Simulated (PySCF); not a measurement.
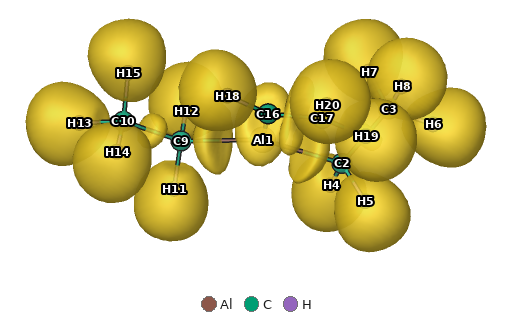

Figure. C6H13Al (AlEt2(vinyl)). Isosurface of the ELF at 0.85 (yellow), seen from one side. Core shells and regions of very low density are left out.

Geometry: PBE0-D3(BJ)/def2-SVP.

These are results of PySCF, PBE0/pcSseg-1 Al:pcSseg-2, SCF density, gas phase, non-relativistic, not measurements.

```xyz
20

Al    0.0363    0.1847   -0.2198
C     1.9332   -0.0150    0.2863
C     2.1670   -0.7256    1.6254
H     2.4090    0.9820    0.3037
H     2.4554   -0.5686   -0.5171
H     3.2389   -0.8475    1.8557
H     1.7247   -0.1701    2.4694
H     1.7179   -1.7325    1.6418
C    -0.8436    1.9445   -0.2966
C    -2.3192    1.9538   -0.6961
H    -0.2558    2.5863   -0.9813
H    -0.7095    2.4223    0.6937
H    -2.7479    2.9699   -0.7190
H    -2.4744    1.5183   -1.6968
H    -2.9359    1.3623    0.0004
C    -0.9668   -1.4443   -0.6300
C    -0.3555   -2.6390   -0.7075
H    -2.0486   -1.4459   -0.8305
H     0.7225   -2.7518   -0.5303
H    -0.8852   -3.5699   -0.9521
```

What do the ELF domains correspond to?

At this value the surface marks out three regions between bonded Al–C atoms (shared pairs), three regions between bonded C–C atoms (shared pairs) and 13 regions around hydrogen nuclei. Profiles from the grid: C–C (1.34 Å): the ELF peaks at about 0.95 between the atoms (a multiple bond). C–Al (1.96 Å): the ELF peaks at about 0.95 between the atoms, as expected for a shared but strongly polarised pair.
